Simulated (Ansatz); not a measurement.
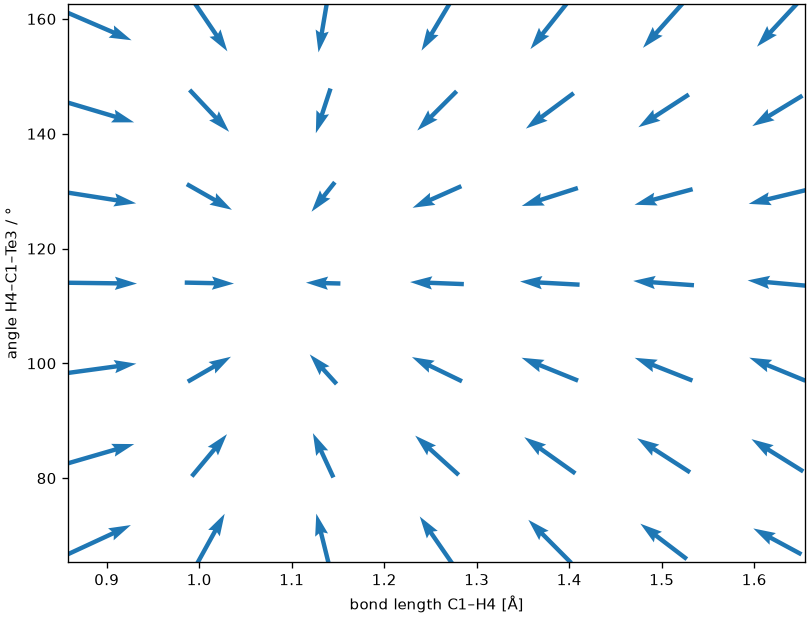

CH₂SeTe, SMILES C1[Se][Te]1. 
- First axis: bond length C1–H4. Second axis: angle H4–C1–Te3.
- Nothing is relaxed (all other coordinates rigid).
- Grid: 7 × 7 points.
- Points are written as (first, second).
- The reference is spin-restricted, which grows unreliable where a bond is stretched far.
- Level of theory: RKS r2SCAN-D4/def2-TZVP (Ansatz).

Drawn: arrows along the force (downhill), their lengths compressed.

> The arrows alone are given. Where is the energy lowest?

The arrows converge at about (1.082 Å, 114°) (read from the interpolated surface).

The energy map of the same scan:

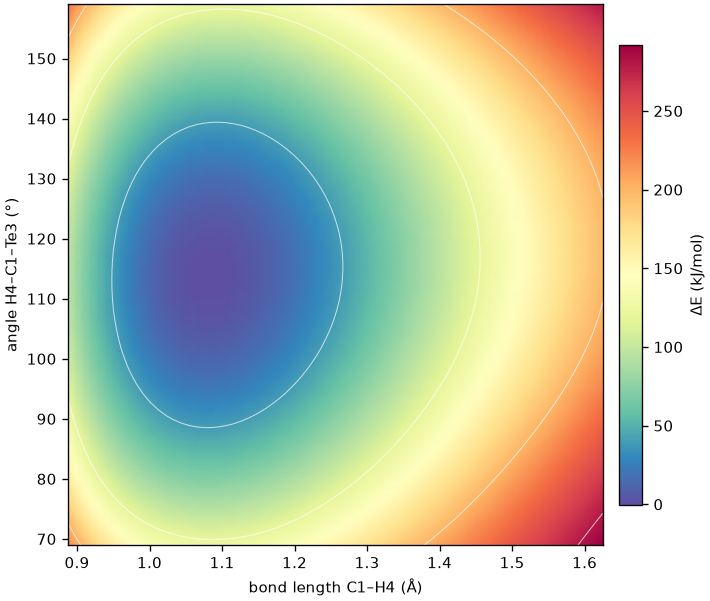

Energies are in kJ/mol, from the relaxed molecule at the same level; between grid points the surface is interpolated.
